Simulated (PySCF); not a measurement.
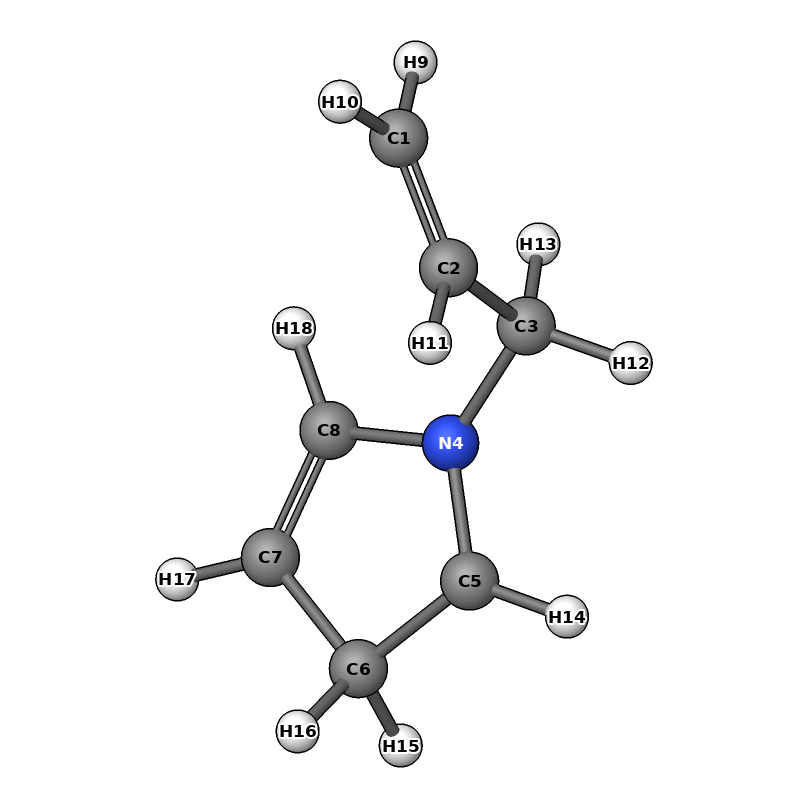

The questions are on Mulliken spin populations. Charge 0, doublet. The geometry was computed by an optimisation with GFN2-xTB. No frequency run is at hand to confirm it as a minimum. Method: UKS B3LYP, pcH-1 on C H N, non-relativistic (PySCF 2.14.0).

Which atom carries the largest spin population?

Answer. C5 (0.76 e).

Which atom has the lowest spin population?

Answer. C6 (−0.10 e); a negative value comes from spin polarisation.

Give the Mulliken spin populations atom by atom.

```csv
atom,value (e)
C1,0.02
C2,0.00
C3,−0.01
N4,0.10
C5,0.76
C6,−0.10
C7,0.20
C8,−0.08
H9,0.00
H10,0.00
H11,0.00
H12,0.00
H13,0.00
H14,−0.03
H15,0.07
H16,0.06
H17,−0.01
H18,0.00
```

Mulliken values depend strongly on the basis set.
